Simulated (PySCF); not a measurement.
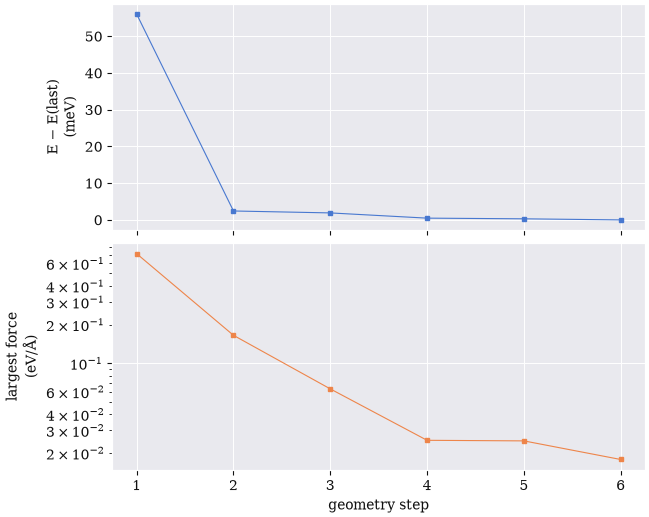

History of a geometry optimisation.

The run: C₃H₆OSi (SMILES C=C[SiH2]C=O), by PBE0-D3(BJ)/def2-SVP, geometry optimisation (PySCF 2.14.0, density fitting).

Question: How did the optimisation end?

Answer: The optimisation met its thresholds at geometry 6, counting the start as the first. The energy fell by about 56 meV from the first step to the last. The largest force goes from about 0.71 eV/Å at the start to 0.018 eV/Å at the end.
